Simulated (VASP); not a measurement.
Here is the system:

```yaml
crystal:
  lattice:
    - [1.53584, -2.66015, 0.00000]
    - [1.53584, 2.66015, 0.00000]
    - [0.00000, 0.00000, 5.04317]
  atoms:
    - { symbol: Si, position: [0.66667, 0.33333, 0.49962] }
    - { symbol: Si, position: [0.33333, 0.66667, 0.99962] }
    - { symbol: C, position: [0.66667, 0.33333, 0.87538] }
    - { symbol: C, position: [0.33333, 0.66667, 0.37538] }
```

The numbers are results of r2SCAN+rVV10, VASP's PBE PAW potentials (set 64) (plane waves; VASP 6.6.1), not measurements. Settings: 520 eV cut-off, 9×9×5 Γ-centred mesh, tetrahedra with Blöchl corrections, potentials Si C.

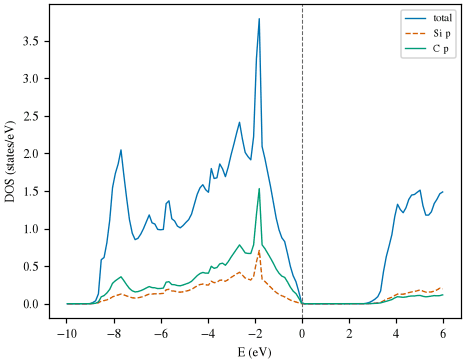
Fig. 1. Total and projected density of states, zero at the valence-band maximum

Within 2 eV below the valence-band maximum the largest weight inside VASP's projection spheres is C p, then Si p.

The gap is indirect, 2.61 eV, from the valence maximum at Γ to the conduction minimum at K.

The compound is SiC in the wurtzite structure, the rare 2H polytype. It was relaxed first.
